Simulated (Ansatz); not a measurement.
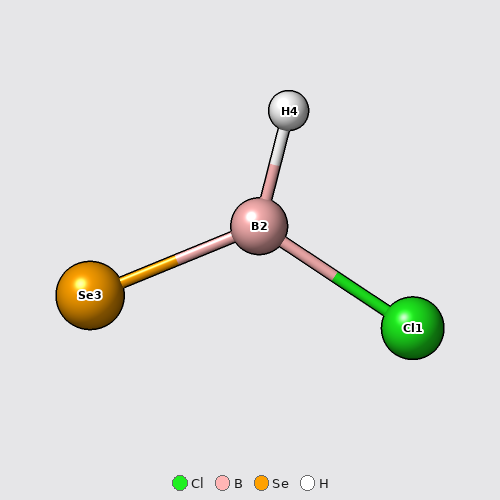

The system is BClHSe, SMILES ClB[Se-], charge −1; the picture shows the reference structure. First axis: bond length Cl1–B2. Second axis: bond length B2–Se3. Nothing is relaxed (all other coordinates rigid). The scan uses a 13 × 13 grid. Points are written as (first, second). All energies are given in kcal/mol relative to the lowest grid point. The reference is spin-restricted, which grows unreliable where a bond is stretched far. Method: RKS wB97X-V/def2-SVPD in Ansatz.

Its coordinates:

```xyz
4

Cl    1.4484   -0.4866   -1.0790
B     0.0211   -0.0813    0.0466
Se   -1.0320    1.4402   -0.1184
H    -0.0913   -0.9598    0.8769
```

Range: bond length Cl1–B2 from 1.602 to 2.607 Å; bond length B2–Se3 from 1.523 to 2.786 Å.

Question: What landscape does the calculation give?

Answer: The lowest grid point is at (1.853 Å, 1.839 Å). No other kind of well shows on this grid. The highest grid point, (2.607 Å, 2.786 Å), lies 121 kcal/mol above the lowest. Round the minimum the two coordinates are weakly coupled (coupling 0.15 in units of the two stiffnesses).

| bond length B2–Se3 ↓, bond length Cl1–B2 → | 1.602 | 1.686 | 1.769 | 1.853 | 1.937 | 2.021 | 2.105 | 2.188 | 2.272 | 2.356 | 2.440 | 2.524 | 2.607 |
| --- | --- | --- | --- | --- | --- | --- | --- | --- | --- | --- | --- | --- | --- |
| 2.786 | 85 | 77 | 75 | 76 | 79 | 84 | 89 | 94 | 100 | 105 | 111 | 116 | 121 |
| 2.681 | 76 | 69 | 66 | 67 | 70 | 74 | 80 | 85 | 91 | 96 | 102 | 107 | 112 |
| 2.576 | 67 | 59 | 57 | 58 | 60 | 65 | 70 | 75 | 81 | 86 | 92 | 97 | 102 |
| 2.471 | 58 | 50 | 47 | 47 | 50 | 54 | 59 | 65 | 70 | 76 | 81 | 86 | 91 |
| 2.365 | 48 | 40 | 37 | 37 | 39 | 43 | 48 | 53 | 59 | 64 | 69 | 74 | 79 |
| 2.260 | 38 | 30 | 26 | 26 | 29 | 32 | 37 | 42 | 47 | 52 | 57 | 62 | 66 |
| 2.155 | 29 | 20 | 17 | 16 | 18 | 22 | 26 | 31 | 36 | 41 | 45 | 50 | 54 |
| 2.050 | 22 | 13 | 9 | 8 | 9 | 13 | 16 | 21 | 25 | 30 | 35 | 39 | 43 |
| 1.944 | 18 | 8 | 3 | 2 | 3 | 6 | 9 | 13 | 17 | 21 | 26 | 30 | 33 |
| 1.839 | 18 | 7 | 2 | 0 | 1 | 3 | 6 | 9 | 13 | 17 | 21 | 24 | 28 |
| 1.734 | 25 | 13 | 8 | 5 | 5 | 7 | 9 | 12 | 16 | 19 | 22 | 25 | 28 |
| 1.629 | 43 | 31 | 25 | 22 | 21 | 22 | 24 | 26 | 29 | 32 | 34 | 37 | 40 |
| 1.523 | 80 | 67 | 59 | 55 | 54 | 54 | 55 | 57 | 59 | 61 | 63 | 65 | 67 |

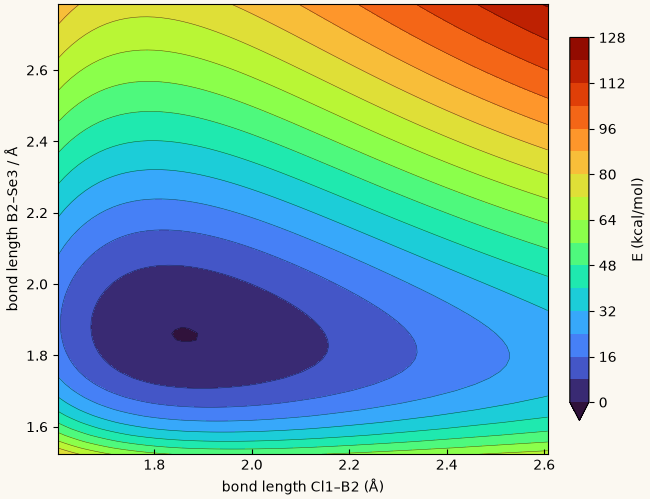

The picture shows filled contours. Between grid points the surface is interpolated.

Each point was launched as `ansatz run input.yaml --threads 1 --pin off --max-ram 2560MiB --backend cpu --events-out ev --progress --plain --runs-dir out`. Time for the 169 points that were run: 55 min on 1 thread of Arm Neoverse N1 (shared host).
